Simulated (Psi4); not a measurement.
# N2 (nitrogen) at CAM-B3LYP/6-311+G(d,p)

We compute a structure relaxation of N2 (nitrogen). The job is set up through a Python script.

Program for the calculation: Psi4 1.11.

5 further runs of the same task are left out: 5 set aside as unsound or not needed. Runs told in other sessions of the task aren't counted.

## (1) The molecule

N2 has 2 atoms, charge 0, and is taken as a singlet. SMILES: `N#N`. The shape is that of a PBE0-D4/def2-TZVP optimisation. The run starts from this shape.

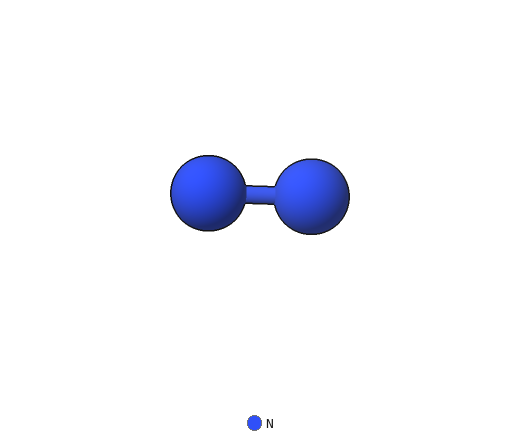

The structure, seen from a chosen angle (nitrogen blue).

## (2) A structure relaxation at CAM-B3LYP/6-311+G(d,p)

Contents of run.py:

```python
import psi4

psi4.set_memory('1600 MB')
psi4.set_num_threads(1)
psi4.core.set_output_file('n2.out', False)

mol = psi4.geometry("""
0 1
N      0.465500    -0.150300     0.239800
N     -0.465500     0.150300    -0.239800
units angstrom
symmetry c1
""")

psi4.set_options({
    'basis': '6-311+G**',
    'reference': 'rks',
    'puream': True,
    'scf_type': 'pk',
    'dft_radial_points': 250,
    'dft_spherical_points': 1202,
    'g_convergence': 'gau_tight',
    'geom_maxiter': 50,
})

E, wfn = psi4.optimize('CAM-B3LYP', molecule=mol, return_wfn=True)
print('E =', round(E, 9))
print(mol.to_string(dtype='xyz', units='Angstrom'))
```

Run with:

```
$ python run.py
```

n2.out:

```text
[...]
  Running in c1 symmetry.
[...]
  Nuclear repulsion =   23.798341769446306
[...]
  Multiplicity = 1
[...]
  Nalpha       = 7
  Nbeta        = 7
[...]
    Number of basis functions: 44
[...]
   @RKS iter   1:  -109.48502618185400   -6.27305e-01   6.32741e-03 DIIS/ADIIS
[...]
   @RKS iter   5:  -109.51550079905857   -5.11591e-13   1.24706e-09 DIIS
[...]
    Orbital Energies [Eh]
    ---------------------
    Doubly Occupied:
       1A    -14.497953     2A    -14.496116     3A     -1.223563
       4A     -0.630534     5A     -0.545632     6A     -0.545632
       7A     -0.511754
[...]
  @RKS Final Energy:  -109.51550079905857
   => Energetics <=
    Nuclear Repulsion Energy =             23.7729925160646012
    One-Electron Energy =                -194.7602359759577553
    Two-Electron Energy =                  71.5360561092027751
    DFT Exchange-Correlation Energy =     -10.0643134483681784
    Empirical Dispersion Energy =           0.0000000000000000
    VV10 Nonlocal Energy =                  0.0000000000000000
    Total Energy =                       -109.5155007990585716
[...]
 Multipole Moments:
 ------------------------------------------------------------------------------------
     Multipole            Electronic (a.u.)      Nuclear  (a.u.)        Total (a.u.)
 ------------------------------------------------------------------------------------
 L = 1.  Multiply by 2.5417464519 to convert [e a0] to [Debye]
 Dipole X            :          0.0000000            0.0000000            0.0000000
 Dipole Y            :         -0.0000000            0.0000000           -0.0000000
 Dipole Z            :         -0.0000000            0.0000000           -0.0000000
 Magnitude           :                                                    0.0000000
[...]
  -Total Gradient:
     Atom            X                  Y                   Z
    ------   -----------------  -----------------  -----------------
       1       -0.000001694857     0.000000000000     0.000000000000
       2        0.000001694857    -0.000000000000     0.000000000000
[...]
    Final optimized geometry and variables:
    Molecular point group: c1
    Full point group: D_inf_h
    Geometry (in Angstrom), charge = 0, multiplicity = 1:
    N            0.545360103599     0.000000000000     0.000000000000
    N           -0.545360103599    -0.000000000000     0.000000000000
[...]
```

The script printed:

```text
Some dependencies such as QCElemental have not yet finished migration to pydantic v2. If issues are encountered please downgrade pydantic or upgrade QCElemental as appropriate
	Denominators (dg)(dq) or (dq)(dq) are very small.
	Skipping Hessian update for step 2.
Optimizer: Optimization complete!
E = -109.515500799
2
0 1 N2
N                     0.545360103599     0.000000000000     0.000000000000
N                    -0.545360103599     0.000000000000     0.000000000000
```

It took 20 s on 1 thread of AMD EPYC 9R45 (Zen 5), shared host; peak memory 1 GiB.

Steps, from the record of the run:

```
step  energy from the first frame kept (eV)  largest force (eV/Å)
   0                                 0.0000                0.1874
   1                                -0.0001                0.0216
   2                                -0.0001                0.0001
```

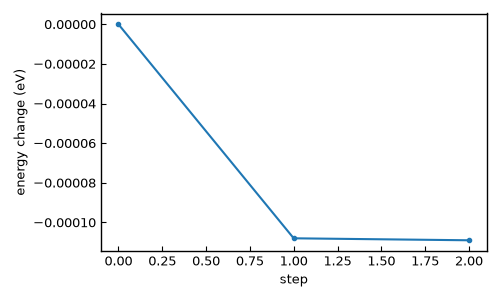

Energy along the run.

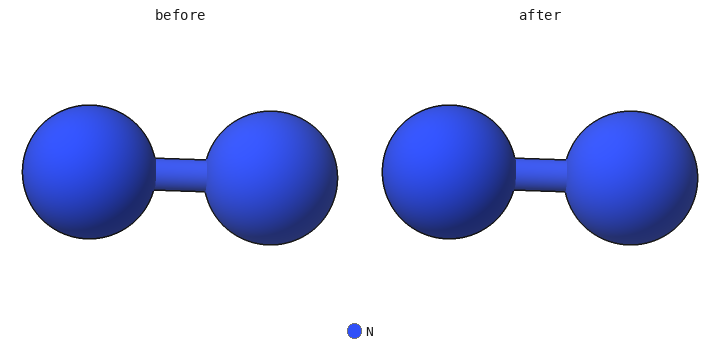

Before and after, at one scale.

After the run. Bond lengths: N1–N2 1.091 Å.

## (3) Results

Level: CAM-B3LYP/6-311+G**.

| quantity | value |
| --- | --- |
| total energy at the end | -109.51550 Eh |
| dipole moment | 0.00 D |
| HOMO energy | -13.93 eV |
| LUMO energy | 0.60 eV |
| HOMO–LUMO gap | 14.52 eV |
| bond length | 1.091 Å |

At the final geometry: Bond lengths: N1–N2 1.091 Å. The optimisation took 3 steps and changed the energy by -0.000 eV.
